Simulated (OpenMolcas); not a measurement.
**NaO: relativistic diatomic calculation (part 2 of 2)**

Continued. System: NaO. Method: SA-CASSCF(5,7)/XMS-CASPT2 + RASSI spin-orbit (X2C scalar, AMFI), ANO-RCC-VTZP (OpenMolcas).

### Log (extracts), continued
```
++ Dipole transition strengths (spin-free states):
     for osc. strength at least  1.00000000E-05
      From   To        Osc. strength     Einstein coefficients Ax, Ay, Az (sec-1)    Total A (sec-1)
         1    3       4.07640251E-05  0.00000000E+00  0.00000000E+00  1.83903009E+04  1.83903009E+04
         1    4       7.29725719E-02  0.00000000E+00  0.00000000E+00  3.29208794E+07  3.29208794E+07
         1    6       3.20837105E-02  0.00000000E+00  0.00000000E+00  3.11408263E+07  3.11408263E+07
         1    8       3.86527016E-02  0.00000000E+00  0.00000000E+00  4.39497752E+07  4.39497752E+07
         2    3       7.29725746E-02  0.00000000E+00  0.00000000E+00  3.29208784E+07  3.29208784E+07
         2    4       4.07640292E-05  0.00000000E+00  0.00000000E+00  1.83903015E+04  1.83903015E+04
         2    5       3.20837075E-02  0.00000000E+00  0.00000000E+00  3.11408219E+07  3.11408219E+07
         2    7       3.86527021E-02  0.00000000E+00  0.00000000E+00  4.39497726E+07  4.39497726E+07
         9   15       1.56590943E-04  3.16037313E+02  2.43297831E-02  0.00000000E+00  3.16061643E+02
         9   16       1.56591210E-04  2.43291721E-02  3.16038239E+02  0.00000000E+00  3.16062568E+02
         9   17       3.08475423E-01  4.11918415E+07  3.16624363E+03  0.00000000E+00  4.11950077E+07
         9   18       3.08475537E-01  3.16624748E+03  4.11918884E+07  0.00000000E+00  4.11950547E+07
         9   13       1.17413804E-04  0.00000000E+00  0.00000000E+00  2.35869263E+04  2.35869263E+04
         9   14       1.24841803E-02  0.00000000E+00  0.00000000E+00  5.61641224E+07  5.61641224E+07
         9   19       6.31961674E-03  3.09574391E+07  2.50482658E+03  0.00000000E+00  3.09599440E+07
         9   20       6.31961842E-03  2.50481590E+03  3.09574486E+07  0.00000000E+00  3.09599534E+07
        15   17       1.14574869E-04  0.00000000E+00  0.00000000E+00  1.17698991E+04  1.17698991E+04
        15   10       1.56761571E-01  1.37225175E+03  2.13910086E+07  0.00000000E+00  2.13923808E+07
        15   11       1.64112080E-01  1.90486849E+06  2.30261971E+07  0.00000000E+00  2.49310656E+07
        15   12       1.64122240E-01  2.30309057E+07  1.90530514E+06  0.00000000E+00  2.49362108E+07
        15   13       1.68117332E-01  2.73396857E+07  1.74851534E+03  0.00000000E+00  2.73414342E+07
        15   14       8.89063680E-03  3.83181216E+07  2.83196554E+03  0.00000000E+00  3.83209536E+07
        15   19       4.16916751E-04  0.00000000E+00  0.00000000E+00  1.96041033E+06  1.96041033E+06
        16   18       1.14574857E-04  0.00000000E+00  0.00000000E+00  1.17699062E+04  1.17699062E+04
        16   10       1.56765371E-01  2.13915230E+07  1.37320783E+03  0.00000000E+00  2.13928962E+07
        16   11       1.64108365E-01  2.30255912E+07  1.90490640E+06  0.00000000E+00  2.49304976E+07
        16   12       1.64121913E-01  1.90529535E+06  2.30308622E+07  0.00000000E+00  2.49361576E+07
        16   13       1.68117320E-01  1.74983728E+03  2.73396786E+07  0.00000000E+00  2.73414285E+07
        16   14       8.89063057E-03  2.83193038E+03  3.83180938E+07  0.00000000E+00  3.83209258E+07
        16   20       4.16916437E-04  0.00000000E+00  0.00000000E+00  1.96040888E+06  1.96040888E+06
         3    7       2.77426340E-04  0.00000000E+00  0.00000000E+00  4.32092438E+04  4.32092438E+04
         4    8       2.77426297E-04  0.00000000E+00  0.00000000E+00  4.32092407E+04  4.32092407E+04
        17   10       3.84847965E-05  4.38400617E-03  9.20241173E+01  0.00000000E+00  9.20285013E+01
        17   11       5.79311368E-05  2.12011911E+01  2.56631324E+02  0.00000000E+00  2.77832515E+02
        17   12       5.79541261E-05  2.56941137E+02  2.12276562E+01  0.00000000E+00  2.78168793E+02
        17   13       3.28917479E-04  2.25308929E+03  1.63049237E-01  0.00000000E+00  2.25325234E+03
        17   14       1.45283171E-03  4.47750675E+06  3.44189826E+02  0.00000000E+00  4.47785094E+06
        17   19       1.33039539E-02  0.00000000E+00  0.00000000E+00  4.54312865E+07  4.54312865E+07
        18   10       3.84856348E-05  9.20255896E+01  4.38763479E-03  0.00000000E+00  9.20299773E+01
        18   11       5.79298614E-05  2.56623125E+02  2.12021458E+01  0.00000000E+00  2.77825271E+02
        18   12       5.79539717E-05  2.12274150E+01  2.56939509E+02  0.00000000E+00  2.78166924E+02
        18   13       3.28916823E-04  1.63101300E-01  2.25307711E+03  0.00000000E+00  2.25324021E+03
        18   14       1.45283198E-03  3.44190207E+02  4.47750687E+06  0.00000000E+00  4.47785106E+06
        18   20       1.33039519E-02  0.00000000E+00  0.00000000E+00  4.54312746E+07  4.54312746E+07
         5    7       1.89405079E-03  0.00000000E+00  0.00000000E+00  1.24654871E+04  1.24654871E+04
         6    8       1.89405112E-03  0.00000000E+00  0.00000000E+00  1.24654933E+04  1.24654933E+04
        10   19       9.45608413E-04  1.34326403E+02  3.06035648E+06  0.00000000E+00  3.06049080E+06
        10   20       9.45704134E-04  3.06066596E+06  1.34798343E+02  0.00000000E+00  3.06080075E+06
        11   19       1.61669766E-02  3.89707856E+06  4.72506824E+07  0.00000000E+00  5.11477610E+07
        11   20       1.61669074E-02  4.72503880E+07  3.89715643E+06  0.00000000E+00  5.11475445E+07
        12   19       1.61667029E-02  4.72483413E+07  3.89693474E+06  0.00000000E+00  5.11452761E+07
        12   20       1.61666693E-02  3.89693016E+06  4.72482421E+07  0.00000000E+00  5.11451722E+07
        13   14       4.04251506E-03  0.00000000E+00  0.00000000E+00  1.13125298E+07  1.13125298E+07
        13   19       1.54450853E-02  4.81203725E+07  3.76620280E+03  0.00000000E+00  4.81241387E+07
        13   20       1.54450789E-02  3.76881266E+03  4.81203524E+07  0.00000000E+00  4.81241212E+07
        14   19       8.54807580E-05  7.28658340E+02  5.89656043E-02  0.00000000E+00  7.28717306E+02
        14   20       8.54807198E-05  5.89658392E-02  7.28658692E+02  0.00000000E+00  7.28717658E+02
 Electric-quadrupole - electric-quadrupole not included
 Electric-dipole - electric-octupole not included
 Electric-dipole - magnetic-quadrupole not included
   Eigenvalues of complex Hamiltonian:
  (Shifted by EMIN (a.u.) =       -237.3288655904)
 SO State       Relative EMIN(au)   Rel lowest level(eV)    D:o, cm**(-1)      Omega
     1            -0.0002951544        0.0000000000              0.0000         1.5
     2            -0.0002951544        0.0000000000              0.0000         1.5
     3             0.0002946001        0.0160480373            129.4362         0.5
     4             0.0002946001        0.0160480373            129.4362         0.5
     5             0.1031119207        2.8138498599          22695.2297         0.5
     6             0.1031119207        2.8138498599          22695.2297         0.5
     7             0.1031207215        2.8140893423          22697.1612         1.5
     8             0.1031207215        2.8140893423          22697.1612         1.5
     9             0.1107330074        3.0212301947          24367.8649         2.5
    10             0.1107330074        3.0212301947          24367.8649         2.5
    11             0.1109540437        3.0272448972          24416.3767         1.5
    12             0.1109540437        3.0272448972          24416.3767         1.5
    13             0.1111731804        3.0332079125          24464.4717         0.5
    14             0.1111731804        3.0332079125          24464.4717         0.5
    15             0.1113923452        3.0391716882          24512.5728         0.5
    16             0.1113923452        3.0391716882          24512.5728         0.5
    17             0.1182986581        3.2271020378          26028.3333         1.5
    18             0.1182986581        3.2271020378          26028.3333         1.5
    19             0.1186998511        3.2380190543          26116.3850         0.5
    20             0.1186998511        3.2380190543          26116.3850         0.5
    21             0.1675698540        4.5678395797          36842.1108         0.5
    22             0.1675698540        4.5678395797          36842.1108         0.5
    23             0.1675797128        4.5681078522          36844.2746         0.5
    24             0.1675797128        4.5681078522          36844.2746         0.5
    25             0.1675968069        4.5685730057          36848.0263         1.5
    26             0.1675968069        4.5685730057          36848.0263         1.5
    27             0.1676224253        4.5692701170          36853.6489         2.5
    28             0.1676224253        4.5692701170          36853.6489         2.5
    29             0.1737703466        4.7365635793          38202.9617         0.5
    30             0.1737703466        4.7365635793          38202.9617         0.5
    31             0.1738178431        4.7378560251          38213.3859         1.5
    32             0.1738178431        4.7378560251          38213.3859         1.5
    33             0.1762284149        4.8034510252          38742.4453         1.5
    34             0.1762284149        4.8034510252          38742.4453         1.5
    35             0.1762417161        4.8038129674          38745.3646         0.5
    36             0.1762417161        4.8038129674          38745.3646         0.5
    37             0.1795226508        4.8930917489          39465.4465         3.5
    38             0.1795226508        4.8930917489          39465.4465         3.5
    39             0.1797279866        4.8986792226          39510.5125         2.5
    40             0.1797279866        4.8986792226          39510.5125         2.5
    41             0.1799306842        4.9041949057          39554.9995         1.5
    42             0.1799306842        4.9041949057          39554.9995         1.5
    43             0.1801307049        4.9096377449          39598.8989         0.5
    44             0.1801307049        4.9096377449          39598.8989         0.5
    45             0.1822120554        4.9662741765          40055.7026         0.5
    46             0.1822120554        4.9662741765          40055.7026         0.5
    47             0.1822280610        4.9667097124          40059.2154         1.5
    48             0.1822280610        4.9667097124          40059.2154         1.5
    49             0.1881091522        5.1267423573          41349.9657         1.5
    50             0.1881091522        5.1267423573          41349.9657         1.5
    51             0.1881343031        5.1274267476          41355.4857         0.5
    52             0.1881343031        5.1274267476          41355.4857         0.5
    53             0.4773240690       12.9966811645         104825.3030         0.5
    54             0.4773240690       12.9966811645         104825.3030         0.5
    55             0.4773240843       12.9966815804         104825.3063         1.5
    56             0.4773240843       12.9966815804         104825.3063         1.5
    57             0.4935709516       13.4387813642         108391.0816         2.5
    58             0.4935709516       13.4387813642         108391.0816         2.5
    59             0.4935989368       13.4395428784         108397.2236         1.5
    60             0.4935989368       13.4395428784         108397.2236         1.5
    61             0.4936269103       13.4403040775         108403.3631         0.5
    62             0.4936269103       13.4403040775         108403.3631         0.5
    63             0.4936548723       13.4410649619         108409.5000         0.5
    64             0.4936548723       13.4410649619         108409.5000         0.5
 Weights of the five most important spin-orbit-free states for each spin-orbit state.
 SO State  Total energy (au)           Spin-free states, spin, and weights
    1        -0.000295       1 0.5  0.5000    2 0.5  0.5000    9 1.5  0.0000   13 1.5  0.0000   10 1.5  0.0000
    2        -0.000295       1 0.5  0.5000    2 0.5  0.5000    9 1.5  0.0000   13 1.5  0.0000   10 1.5  0.0000
    3         0.000295       2 0.5  0.5000    1 0.5  0.5000   11 1.5  0.0000   12 1.5  0.0000    9 1.5  0.0000
```

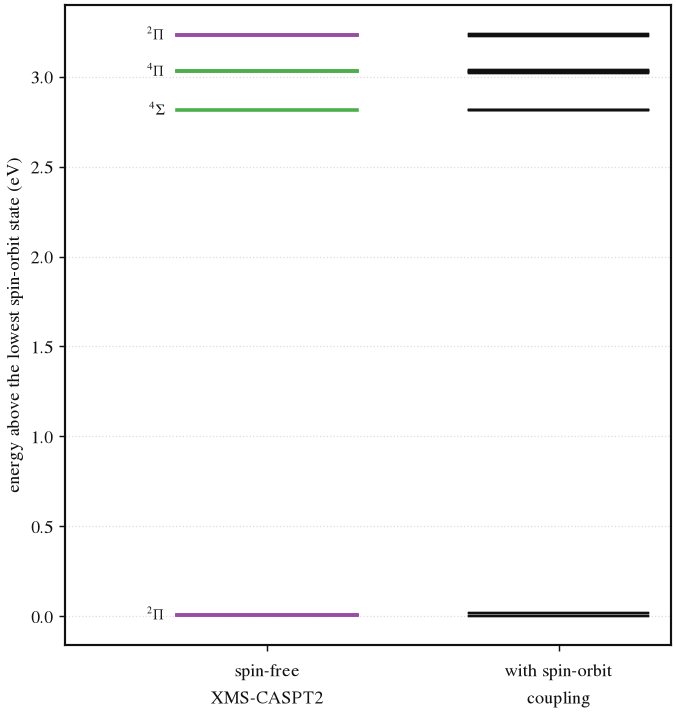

Figure 2. States up to 3.5 eV at 2.056 Å, without spin-orbit coupling (left, a colour for each spin multiplicity) and with it (right, where close levels merge). The spin-free states run ²Π (0.00 eV), ⁴Σ (2.81 eV), ⁴Π (3.02 eV), ²Π (3.22 eV) from the lowest. The lowest spin-orbit levels have |Ω| = 3/2 (0 cm⁻¹), 1/2 (129 cm⁻¹), 1/2 (22,695 cm⁻¹), 3/2 (22,697 cm⁻¹), 5/2 (24,368 cm⁻¹).

Outcome of the run: converged.
